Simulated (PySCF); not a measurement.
# C₈H₆FN: excited states, first hyperpolarisability

Wanted: excited states, first hyperpolarisability for C₈H₆FN (`Fc1ccc2[nH]ccc2c1`).

Computed with PySCF 2.14.0 and routines of our own; the level stands in each step. Atoms count from 0.

### Step 1. The starting structure

16 atoms, charge 0, multiplicity 1; geometry from: GFN2-xTB.

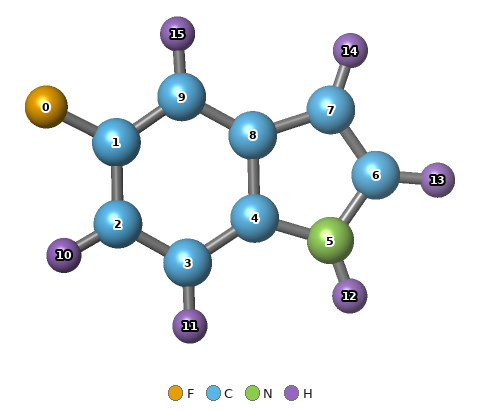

The starting geometry (fluorine amber, carbon blue, nitrogen green, hydrogen purple).

### Step 2. Geometry optimisation at PBE0-D3(BJ)/def2-SVP

What the job is given:

```
{"job": {"xc": "PBE0", "basis": "def2-SVP", "d3": "d3bj", "grid": 2, "kind": "geom"}, "charge": 0, "multiplicity": 1}
F     -3.256955     1.233859     0.230606
C     -2.050449     0.625730     0.116636
C     -2.039566    -0.745973    -0.143814
C     -0.840260    -1.412181    -0.268451
C      0.328476    -0.674166    -0.127331
N      1.635726    -1.059536    -0.199960
C      2.433564     0.030753     0.005842
C      1.666992     1.135770     0.214868
C      0.309772     0.719224     0.136521
C     -0.912014     1.381027     0.261433
H     -2.980050    -1.264158    -0.244200
H     -0.812205    -2.472543    -0.469376
H      1.959966    -1.994876    -0.376072
H      3.502474    -0.062986    -0.012859
H      2.017564     2.130513     0.402305
H     -0.970634     2.438487     0.462443
```

Command:

```console
$ OMP_NUM_THREADS=1 python excited_run.py task.json out
```

The driver reads the jobs from task.json and runs them one after another.

Log:

```text
step   0  E = -462.22402737  max force = 0.018725
step   1  E = -462.22568379  max force = 0.003046
step   2  E = -462.22570498  max force = 0.001134
step   3  E = -462.22569231  max force = 0.002843
step   4  E = -462.22571072  max force = 0.000439
optimisation converged
```

Run time: 93 s. Hardware: 1 thread of Intel Xeon Platinum 8559C, shared host; peak memory 0.8 GiB.

The steps of the relaxation:

```tsv
step	energy from step 0 (eV)	largest force component (eV/Å)
0	0.0000	0.9629
1	-0.0451	0.1566
2	-0.0457	0.0583
3	-0.0453	0.1462
4	-0.0458	0.0226
```

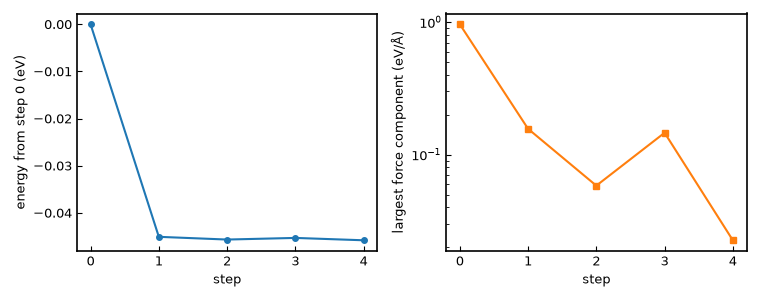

Energy and force, step by step.

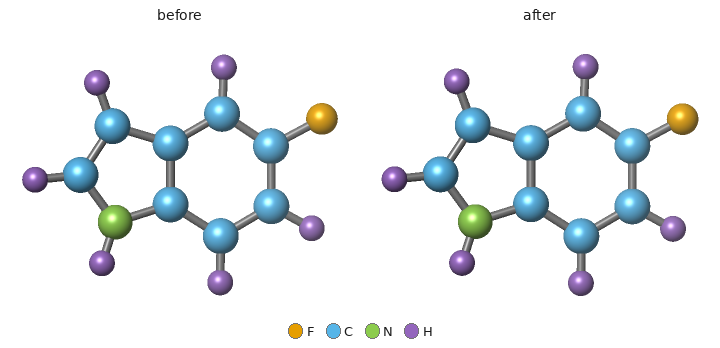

The geometry before (left) and after (right).

Close pairs (by a distance rule), those that changed most:

```tsv
bond	before (Å)	after (Å)	change (Å)
F0–C1	1.356	1.338	-0.018
C7–H14	1.071	1.087	+0.016
C6–H13	1.073	1.088	+0.015
C9–H15	1.078	1.091	+0.013
C2–H10	1.078	1.091	+0.013
C3–H11	1.080	1.092	+0.012
C6–C7	1.361	1.372	+0.011
C8–C9	1.395	1.406	+0.011
```

The next job starts from the end point, and lists it.

```tsv
at the end point	value
point group (found at 0.08 Å tolerance)	Cs
rotational constants (GHz, main isotopes)	3.530, 1.021, 0.792
dipole moment (D)	3.75
```

### Step 3. Excited states: TDA wB97X-D/aug-cc-pVDZ

What the job is given:

```
{"job": {"kind": "states", "xc": "wB97X-D", "basis": "aug-cc-pVDZ", "tda": true, "soc": true, "nstates": 6, "ntriplets": 5, "nquad": 4}, "charge": 0, "multiplicity": 1}
F     -3.248865     1.182649     0.390978
C     -2.057273     0.587593     0.262948
C     -2.035647    -0.789760    -0.007970
C     -0.824547    -1.450330    -0.152056
C      0.348696    -0.702144    -0.018807
N      1.666113    -1.078910    -0.107028
C      2.468253     0.014202     0.098381
C      1.691921     1.123046     0.324317
C      0.327108     0.693299     0.254837
C     -0.910505     1.344806     0.397426
H     -2.985686    -1.317989    -0.101254
H     -0.797425    -2.521414    -0.363144
H      1.992759    -2.015052    -0.293654
H      3.552023    -0.080143     0.068364
H      2.054198     2.129740     0.517546
H     -0.985292     2.412727     0.607371
```

Method: TDA wB97X-D/aug-cc-pVDZ excited states, vertical, gas phase, spin-orbit mean-field couplings.

Log:

```text
coarse grid: 14560 points
cycle   1  E = -462.8732351347  dE =  2.522e+00  |g| = 5.072e-01  |ddm| = 3.457e+01
cycle   2  E = -462.8923012387  dE = -1.907e-02  |g| = 4.921e-01  |ddm| = 5.129e+00
cycle   3  E = -462.9345824053  dE = -4.228e-02  |g| = 6.477e-02  |ddm| = 1.761e+00
cycle   4  E = -462.9354215881  dE = -8.392e-04  |g| = 2.650e-02  |ddm| = 4.735e-01
cycle   5  E = -462.9355952843  dE = -1.737e-04  |g| = 6.510e-03  |ddm| = 2.516e-01
cycle   6  E = -462.9356069897  dE = -1.171e-05  |g| = 2.238e-03  |ddm| = 5.130e-02
cycle   7  E = -462.9356087869  dE = -1.797e-06  |g| = 7.651e-04  |ddm| = 1.601e-02
final grid: 144496 points
cycle   8  E = -462.9510700833  dE = -1.597e-04  |g| = 7.687e-03  |ddm| = 1.725e+00
cycle   9  E = -462.9510702206  dE = -1.373e-07  |g| = 8.685e-03  |ddm| = 1.782e-01
cycle  10  E = -462.9510835222  dE = -1.330e-05  |g| = 5.358e-04  |ddm| = 3.443e-02
cycle  11  E = -462.9510836080  dE = -8.581e-08  |g| = 3.764e-04  |ddm| = 1.788e-02
cycle  12  E = -462.9510836446  dE = -3.662e-08  |g| = 6.642e-05  |ddm| = 3.710e-03
cycle  13  E = -462.9510836469  dE = -2.318e-09  |g| = 4.243e-05  |ddm| = 7.583e-04
cycle  14  E = -462.9510836479  dE = -9.363e-10  |g| = 1.322e-05  |ddm| = 5.749e-04
converged SCF energy = -462.9510836479

Singlet excitations
state   eV       nm        f     d(h-e)  d(exc)  Lambda  PR(NTO)  |dmu|/D   mu/D   main configurations
  1   4.9772   249.1   0.05310   0.222   3.096   0.706   1.547    0.658    3.564   H-1->L+1 0.53, H->L+1 0.23, H->L+7 0.13
  2   5.1882   239.0   0.15110   0.972   3.317   0.742   1.334    2.636    5.938   H->L+1 0.63, H-1->L+1 0.17, H->L+7 0.09
  3   5.4915   225.8   0.00458   2.498   4.789   0.166   1.038   10.894    7.237   H->L 0.83
  4   5.8111   213.4   0.00305   2.662   4.879   0.146   1.108   11.133    7.611   H-1->L 0.78
  5   6.0196   206.0   0.00374   1.322   5.015   0.163   1.135                     H->L+3 0.47, H->L+2 0.34
  6   6.1323   202.2   0.00029   1.127   5.166   0.163   1.219                     H->L+2 0.43, H->L+3 0.32

Triplet excitations (Tamm-Dancoff)
state   eV     d(h-e)  d(exc)  Lambda  PR(NTO)   main configurations
  1   3.5747   0.223   2.923   0.758   1.200   H->L+1 0.86
  2   3.9689   0.050   2.968   0.700   1.072   H-1->L+1 0.93
  3   4.7547   0.166   2.753   0.705   1.469   H-1->L+7 0.48, H->L+7 0.24, H-2->L+1 0.08
  4   5.0260   0.093   2.652   0.684   2.039   H-1->L+7 0.32, H-2->L+1 0.21, H->L+10 0.14
  5   5.3095   0.659   2.953   0.614   1.266   H->L+7 0.47, H->L+10 0.15
S1 - T1 = 1.4025 eV

Spin-orbit couplings |<S|Hso|T>| (cm-1)
             T1       T2       T3       T4       T5
S0        0.062    0.029    0.040    0.066    0.066
S1        0.065    0.018    0.044    0.023    0.016
S2        0.032    0.051    0.008    0.015    0.027
S3        0.876    0.273    1.317    1.535    1.093
S4        0.458    0.642    1.485    0.800    0.483
S5        0.427    0.724    1.447    2.058    0.954
S6        1.121    0.166    0.830    0.362    1.782
T1 sublevels (cm-1): 0.000 0.000 0.000   radiative rates (1/s): 0.009 0.00502 0.00131
```

Run time: 1.9 min. Hardware: 1 thread of Intel Xeon Platinum 8559C, shared host; peak memory 1.1 GiB.

Key values:

```tsv
quantity	value
S1 less T1	1.40 eV
```

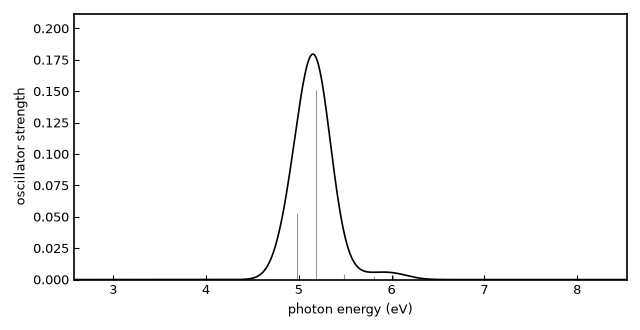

Absorption lines of the singlets. Lines are broadened to a width of 0.40 eV (Gaussian).

### Step 4. Excited states: TDDFT CAM-B3LYP/aug-cc-pVDZ

The job, as its differences from that of step 3:

```diff
@@ -1,2 +1,2 @@
-{"job": {"kind": "states", "xc": "wB97X-D", "basis": "aug-cc-pVDZ", "tda": true, "soc": true, "nstates": 6, "ntriplets": 5, "nquad": 4}, "charge": 0, "multiplicity": 1}
+{"job": {"kind": "states", "xc": "CAM-B3LYP", "basis": "aug-cc-pVDZ", "tpa": true, "nstates": 8, "nquad": 6, "ntriplets": 0}, "charge": 0, "multiplicity": 1}
 F     -3.248865     1.182649     0.390978
```

Method: TDDFT CAM-B3LYP/aug-cc-pVDZ excited states, vertical, gas phase, two-photon moments by quadratic response.

Log:

```text
coarse grid: 14560 points
cycle   1  E = -462.7988656010  dE =  2.417e+00  |g| = 5.118e-01  |ddm| = 4.317e+01
cycle   2  E = -462.8054266992  dE = -6.561e-03  |g| = 5.501e-01  |ddm| = 5.034e+00
cycle   3  E = -462.8604936416  dE = -5.507e-02  |g| = 7.226e-02  |ddm| = 2.106e+00
cycle   4  E = -462.8614160700  dE = -9.224e-04  |g| = 3.400e-02  |ddm| = 4.496e-01
cycle   5  E = -462.8616866820  dE = -2.706e-04  |g| = 8.605e-03  |ddm| = 2.424e-01
cycle   6  E = -462.8617039591  dE = -1.728e-05  |g| = 3.329e-03  |ddm| = 5.375e-02
cycle   7  E = -462.8617068315  dE = -2.872e-06  |g| = 6.571e-04  |ddm| = 1.656e-02
final grid: 144496 points
cycle   8  E = -462.8874932912  dE = -2.657e-05  |g| = 4.428e-03  |ddm| = 7.137e-01
cycle   9  E = -462.8874929144  dE =  3.768e-07  |g| = 5.110e-03  |ddm| = 5.949e-02
cycle  10  E = -462.8874978723  dE = -4.958e-06  |g| = 5.358e-04  |ddm| = 2.383e-02
cycle  11  E = -462.8874979300  dE = -5.766e-08  |g| = 1.570e-04  |ddm| = 4.494e-03
cycle  12  E = -462.8874979374  dE = -7.459e-09  |g| = 4.918e-05  |ddm| = 1.479e-03
cycle  13  E = -462.8874979382  dE = -7.500e-10  |g| = 1.903e-05  |ddm| = 4.352e-04
converged SCF energy = -462.8874979382

Singlet excitations
state   eV       nm        f     d(h-e)  d(exc)  Lambda  PR(NTO)  |dmu|/D   mu/D   delta(TPA)   sigma/GM   main configurations
  1   4.8245   257.0   0.04965   0.272   3.143   0.707   1.463    0.811    3.675       29.11      0.248   H-1->L+1 0.46, H->L+1 0.39
  2   4.9992   248.0   0.14495   0.748   3.274   0.716   1.418    2.024    5.434       13.12      0.120   H->L+1 0.52, H-1->L+1 0.33, H->L+6 0.08
  3   5.2010   238.4   0.00285   2.720   4.768   0.193   1.027   11.473    7.826       20.23      0.200   H->L 0.91
  4   5.5158   224.8   0.00292   2.892   4.872   0.169   1.069   11.815    8.205       52.82      0.589   H-1->L 0.88
  5   5.7820   214.4   0.00364   1.480   4.981   0.190   1.109    7.219    7.339       93.89      1.150   H->L+3 0.44, H->L+2 0.43
  6   5.8656   211.4   0.00067   1.120   5.129   0.193   1.140    4.368    4.263       67.01      0.845   H->L+3 0.43, H->L+2 0.41
  7   6.0884   203.6   0.00243   0.724   4.962   0.164   1.090                                            H-1->L+3 0.69, H-1->L+2 0.15
  8   6.2102   199.6   0.05428   0.926   5.186   0.201   1.499                                            H-1->L+2 0.57, H->L+6 0.10, H-1->L+3 0.09
```

Run time: 98 s. Hardware: 1 thread of Intel Xeon Platinum 8559C, shared host; peak memory 1.2 GiB.

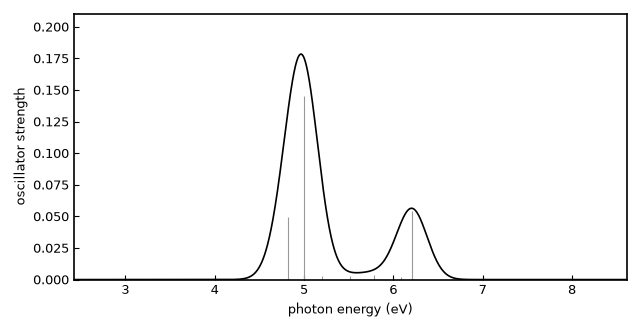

Absorption lines of the singlets. Lines are broadened to a width of 0.40 eV (Gaussian).

### Step 5. First hyperpolarisability: quadratic response CAM-B3LYP/aug-cc-pVDZ

The job, as its differences from that of step 4:

```diff
@@ -1,2 +1,2 @@
-{"job": {"kind": "states", "xc": "CAM-B3LYP", "basis": "aug-cc-pVDZ", "tpa": true, "nstates": 8, "nquad": 6, "ntriplets": 0}, "charge": 0, "multiplicity": 1}
+{"job": {"kind": "beta", "xc": "CAM-B3LYP", "basis": "aug-cc-pVDZ"}, "charge": 0, "multiplicity": 1}
 F     -3.248865     1.182649     0.390978
```

Method: quadratic response CAM-B3LYP/aug-cc-pVDZ first hyperpolarisability, Taylor convention, gas phase.

Log:

```text
coarse grid: 14560 points
cycle   1  E = -462.7988656010  dE =  2.417e+00  |g| = 5.118e-01  |ddm| = 4.317e+01
cycle   2  E = -462.8054266992  dE = -6.561e-03  |g| = 5.501e-01  |ddm| = 5.034e+00
cycle   3  E = -462.8604936416  dE = -5.507e-02  |g| = 7.226e-02  |ddm| = 2.106e+00
cycle   4  E = -462.8614160700  dE = -9.224e-04  |g| = 3.400e-02  |ddm| = 4.496e-01
cycle   5  E = -462.8616866820  dE = -2.706e-04  |g| = 8.605e-03  |ddm| = 2.424e-01
cycle   6  E = -462.8617039591  dE = -1.728e-05  |g| = 3.329e-03  |ddm| = 5.375e-02
cycle   7  E = -462.8617068315  dE = -2.872e-06  |g| = 6.571e-04  |ddm| = 1.656e-02
final grid: 144496 points
cycle   8  E = -462.8874932912  dE = -2.657e-05  |g| = 4.428e-03  |ddm| = 7.137e-01
cycle   9  E = -462.8874929144  dE =  3.768e-07  |g| = 5.110e-03  |ddm| = 5.949e-02
cycle  10  E = -462.8874978723  dE = -4.958e-06  |g| = 5.358e-04  |ddm| = 2.383e-02
cycle  11  E = -462.8874979300  dE = -5.766e-08  |g| = 1.570e-04  |ddm| = 4.494e-03
cycle  12  E = -462.8874979374  dE = -7.459e-09  |g| = 4.918e-05  |ddm| = 1.479e-03
cycle  13  E = -462.8874979382  dE = -7.500e-10  |g| = 1.903e-05  |ddm| = 4.352e-04
converged SCF energy = -462.8874979382

Lowest singlets (eV, f): 4.8245 0.0496  4.9992 0.1449  5.2010 0.0029

First hyperpolarisability (au)
process     nm      |vector|   parallel      HRS      DR
static         -      132.05     -76.76      61.19   3.679
shg       1907.0      135.07     -78.63      62.88    3.69
eope      1907.0      133.05     -77.38          -       -
shg       1064.0      141.76     -82.86      66.86   3.694
eope      1064.0      135.28     -78.77          -       -
```

Wall time 61 s (1 thread of Intel Xeon Platinum 8559C, shared host); peak memory 1.2 GiB.

### Step 6. Results

```
                                                   quantity                                                value
                                                point group                                                   Cs
                       rotational constants (main isotopes)                                 3.53, 1.02, 0.79 GHz
               S1 less T1 (step 3, TDA wB97X-D/aug-cc-pVDZ)                                              1.40 eV
β vector (step 5, quadratic response CAM-B3LYP/aug-cc-pVDZ)  static 132, SHG 1907.0 nm 135, SHG 1064.0 nm 142 au
```

What this shows: Over 4 steps the energy fell by 0.046 eV; of the close pairs, F0–C1 changed most, 1.356 to 1.338 Å. In step 3, the number of triplets below S1 is 3, and the largest singlet-triplet spin-orbit coupling is S5–T4, 2.06 cm⁻¹. β grows from 132 au (static) to 142 au for doubling at 1064.0 nm: normal dispersion, which grows as twice the photon energy moves toward the bright states.
